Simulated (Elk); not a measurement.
Band structure of TmRh (Pm-3m, 2 atoms in the cell).

```
TmRh
1.0
    3.35282     0.00000     0.00000
    0.00000     3.35282     0.00000
    0.00000     0.00000     3.35282
Tm Rh
1 1
Direct
  0.50000   0.50000   0.50000
  0.00000   0.00000   0.00000
```
Moments meant for the start (each program seeds them in its own way; μB, in the order of the atoms Tm Rh): 2.0 0.0.

Computed with PBEsol, all-electron FP-LAPW, Elk's shipped species files, APW+lo basis with extra local orbitals run with Elk 10.2.4.

Settings: xctype = 22; spinpol = true; rgkmax = 8; swidth = 0.00499791 Ha; ngridk = 13 13 13; reducebf = 0.7; gmaxvr = 14 1/bohr; nxlo = 2; lorbcnd = true; rmtscf = 0.96; lmaxi = 2; nempty = 12 per atom; maxscl = 100; bfcmt = [[0.0, 0.0, -0.5], [0.0, 0.0, 0.0]].

The starting cell comes from a database of computed structures (which also holds hypothetical and non-ambient phases and stackings), without a prior relaxation at this level. Spin-orbit coupling is off. With one magnetic atom in the cell only a parallel order is possible. With U or open f shells several self-consistent states can exist. The f electrons are in the valence without U or exact exchange, which can misplace them near the Fermi level. Spin-orbit terms, which matter for f shells, are left out. Values depend on the basis (sphere radii, cutoffs, local orbitals), which need not be converged.

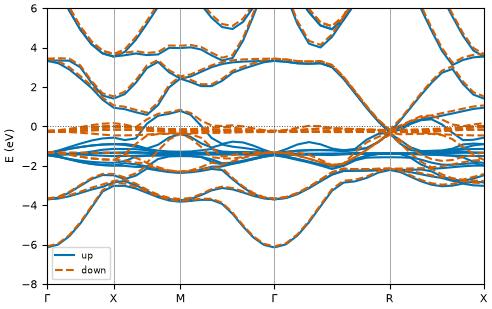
Fig. 1. Bands along the path, energies from the Fermi level.

Levels in eV from the Fermi level, bands 18 to 25 of the first spin channel:
```json
[
 {"point": "Γ", "18": "-1.38", "19": "-1.38", "20": "-1.36", "21": "-1.36", "22": "3.32", "23": "3.32", "24": "7.89", "25": "7.89"},
 {"point": "X", "18": "-1.14", "19": "-0.91", "20": "-0.90", "21": "-0.57", "22": "0.95", "23": "1.41", "24": "3.54", "25": "3.54"},
 {"point": "M", "18": "-1.35", "19": "-1.29", "20": "-0.39", "21": "0.79", "22": "2.42", "23": "2.42", "24": "3.97", "25": "7.03"},
 {"point": "R", "18": "-1.36", "19": "-0.35", "20": "-0.35", "21": "-0.31", "22": "-0.31", "23": "-0.31", "24": "6.10", "25": "9.20"}
]
```

Bands cross the Fermi level along this path, so the cell is metallic at this level.

The net moment of the cell came out as 1.59 μB.
